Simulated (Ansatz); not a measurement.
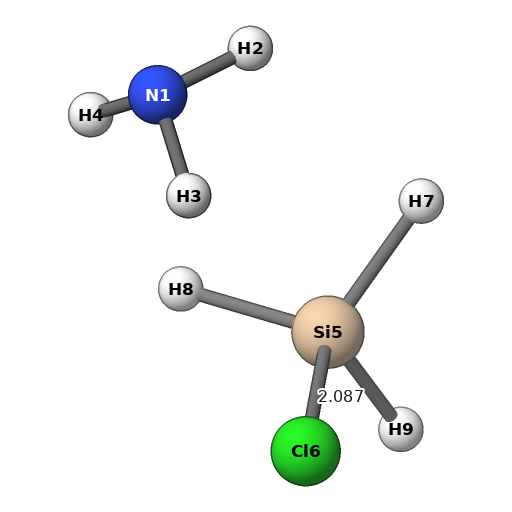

The numbers beside the sticks are distances in Å. Sticks don't show bond order. Computed geometry: PBE-D4/def2-SVP optimisation. No frequency run is at hand to confirm it as a minimum.

Assign a bond order to each marked bond.

Si5–Cl6 single.

Give the structure as SMILES.

N.[SiH3]Cl
